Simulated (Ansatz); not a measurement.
**ClH₅OSi···H₂O: density, localisation and related maps**

Input file:

```
crystal:
  periodic: [false, false, false]
  atoms:
    - {symbol: Si, position_ang: [-0.380767, 0.121488, -1.474950]}
    - {symbol: Cl, position_ang: [1.240047, -1.358968, -0.570272]}
    - {symbol: H, position_ang: [-1.492345, 1.134543, -1.714769]}
    - {symbol: H, position_ang: [-0.985872, -1.072713, -2.099457]}
    - {symbol: H, position_ang: [0.743207, 0.820375, -2.133165]}
    - {symbol: H, position_ang: [-0.083026, 0.232117, 1.098353]}
    - {symbol: O, position_ang: [-0.707117, 0.453389, 0.286483]}
    - {symbol: H, position_ang: [1.387566, -0.664613, 1.381397]}
    - {symbol: O, position_ang: [0.915811, -0.132421, 2.070048]}
    - {symbol: H, position_ang: [-1.270844, 1.223910, 0.411815]}
    - {symbol: H, position_ang: [0.633340, -0.757004, 2.744517]}
basis:
  gaussian: {orbitals: def2-TZVPP}
hamiltonian: {xc: pbe0, dispersion: d4}
output: {orbitals: {seedname: orbitals}}
```

Command:

```sh
ansatz run in.yaml --threads 4 --pin off --events-out ev --progress --plain --max-ram 9574MiB
```

The reactant side of a reaction path; geometry: PBE0-D4/def2-TZVP.

Level of theory: RKS PBE0-D4/def2-TZVPP (Ansatz 0.2.0).

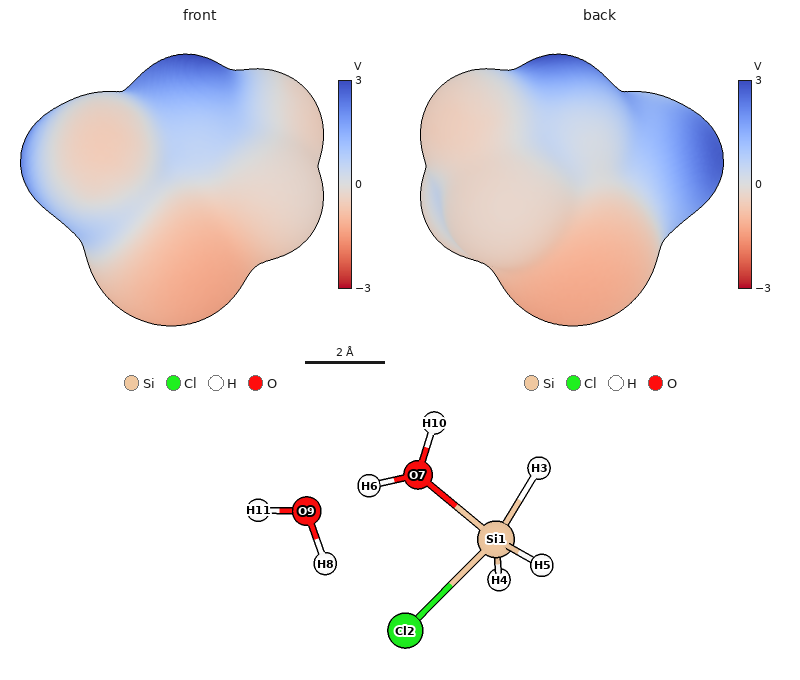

Figure 1. The molecular electrostatic potential painted on the density surface at 0.001 e/bohr³, seen from the front and from behind; the colour scale runs from red (negative) to blue (positive). The bare structure is drawn below in the same view.

Which sites attract a positive test charge, and which a negative one?

Answer. A positive charge is drawn to the negative regions and a negative charge to the positive ones. The most negative region (about −1.3 V) lies over Cl2, the most positive (about +2.9 V) over H10.

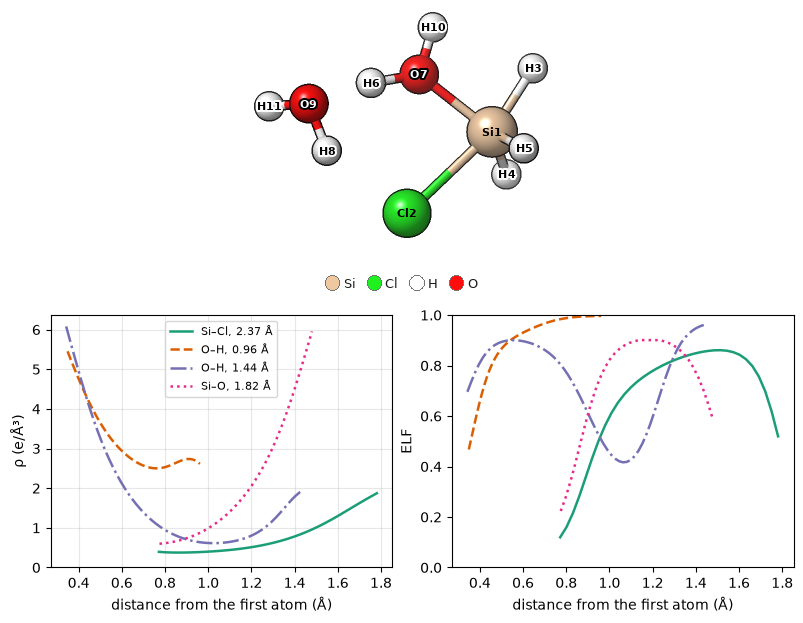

Figure 2. Electron density and ELF along straight lines between neighbouring atoms. The curves leave out the atomic cores. The structure is drawn too.

What can be read from the curves?

Answer. Si–Cl (2.37 Å): ρ is about 0.5 e/Å³ halfway, with its minimum of 0.38 e/Å³ about 0.9 Å from Si; the ELF peaks at about 0.85 between the atoms: a polar covalent bond.
O–H (0.96 Å): ρ is about 3.8 e/Å³ halfway; the ELF climbs to about 1 towards the hydrogen, as it does in any bond to H: an ordinary covalent bond to hydrogen.
O9···H6 (1.44 Å): the density falls to about 0.61 e/Å³ on the way; the ELF peaks at about 0.90 between the atoms.
Si–O (1.82 Å): ρ at the midpoint is about 0.76 e/Å³; the ELF peaks at about 0.90 between the atoms (a polar covalent bond).
